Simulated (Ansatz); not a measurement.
Fields on a plane of GaP (zinc blende)

```yaml
crystal:
  lattice:
    - [0.00000, 2.71921, 2.71921]
    - [2.71921, 0.00000, 2.71921]
    - [2.71921, 2.71921, 0.00000]
  atoms:
    - { symbol: P, position: [0.25000, 0.25000, 0.25000] }
    - { symbol: Ga, position: [0.00000, 0.00000, 0.00000] }
```

The slice is a {100} plane (indices of the conventional cell) through the point (0.250, 0.250, 0.250) (fractional), spanned by u = [100] and v = [0 1 -1] in vectors of this cell: u (3.85 Å) and v (3.85 Å, at 90° to u). It covers one period; positions are fractions (u, v).

Atoms on it: P at (0.00, 0.00).

Calculation: PBEsol (plane waves to 420 eV, PAW, scalar-relativistic; Ansatz, an electronic-structure program). k mesh 11×11×11. These are valence fields of a PAW run, semicore shells included where kept as valence: close to a nucleus they are smooth pseudo fields. GaP was relaxed with its symmetry unable to fall.

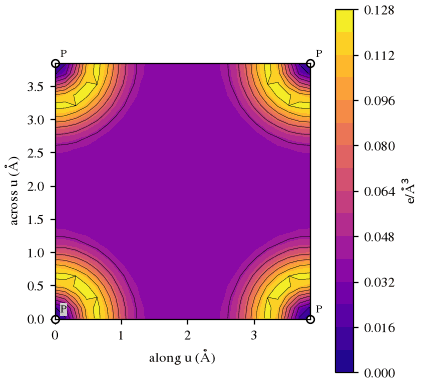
Fig. 1. Density of the lowest conduction band (whole band as if filled, smooth part) in e/Å³, one period of the plane, atoms marked. 

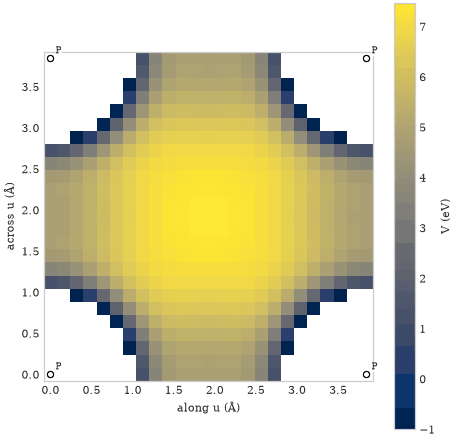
Figure: Electrostatic potential energy of an electron, from the cell's mean, in eV, one period of the plane, atoms marked. Points within 1 Å of a nucleus are left white, as the pseudised field means little there. Values under -1 eV are set to -1. The zero, the cell's mean, hangs on the PAW cores.
